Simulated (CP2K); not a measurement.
Consider aminoacetonitrile at its PBE geometry (Å).

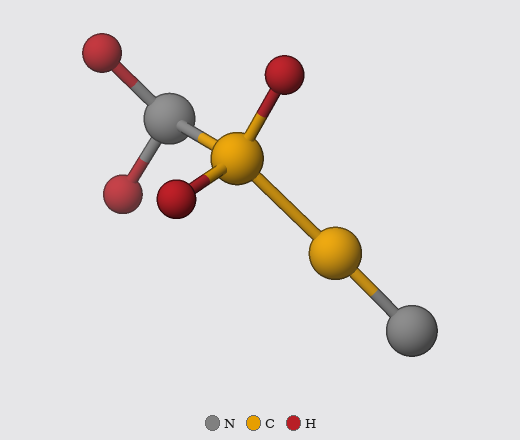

The molecule (nitrogen grey, carbon orange, hydrogen red).

```xyz
8

N     2.4380   -0.7003   -0.0578
C     1.3867   -0.2014   -0.0223
C     0.0724    0.4431    0.0750
N    -1.0005   -0.4401   -0.4085
H     0.0946    1.3440   -0.5570
H    -0.0375    0.7904    1.1211
H    -1.0567   -1.2778    0.1739
H    -1.8970    0.0420   -0.3244
```

Method: CP2K XAS_TDP, all-electron GAPW, PBEh(45%), aug-cc-pVDZ, TDA, no relativity.

Q: Where do the C K-edge lines lie, and how strong are they?

Leading lines: C2 282.38 eV and C3 285.02 eV. The leading line of an atom is its first one with 35 % of the strongest within 2.5 eV of its lowest line over the strength cut. 

The first six lines of each atom with a strength over 0.0015:

```tsv
atom	energy (eV)	states	strength, one atom
C2 (bonded to C and N)	282.38	1	0.0520
	282.57	1	0.0569
	285.09	1	0.0017
	286.01	1	0.0032
	287.26	1	0.0054
	287.44	1	0.0021
C3 (bonded to C, N and 2 H)	285.02	1	0.0132
	285.78	1	0.0149
	286.08	1	0.0039
	286.83	1	0.0068
	287.11	1	0.0239
	287.18	1	0.0022
```

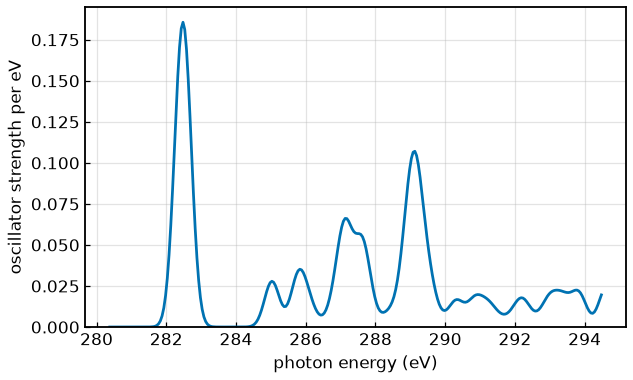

All atoms added, broadened by 0.5 eV.

Lines are vertical, at one geometry, with no vibrational structure. Without a correction of the core level, line positions, and the gaps between valence and Rydberg lines, follow the share of exact exchange. At this level such K lines come out 3 to 6 eV under measured ones. These values hold no scalar relativity, about 0.1 eV for C 1s. Rydberg lines, and the discretised continuum above threshold, depend on the basis and the box.

[Banner, clock and machine lines of the logs are left out without a mark of their own.]

[Logs are printed without paths, hosts, clocks, repeated set-up lines and the standing remarks that a program may print on its own settings, such as how far it seeks lower states.]

[Hosts, paths, dates, database ids (printed as entryN), source tags and the programs' standing remarks are cut or masked in the printed files.]
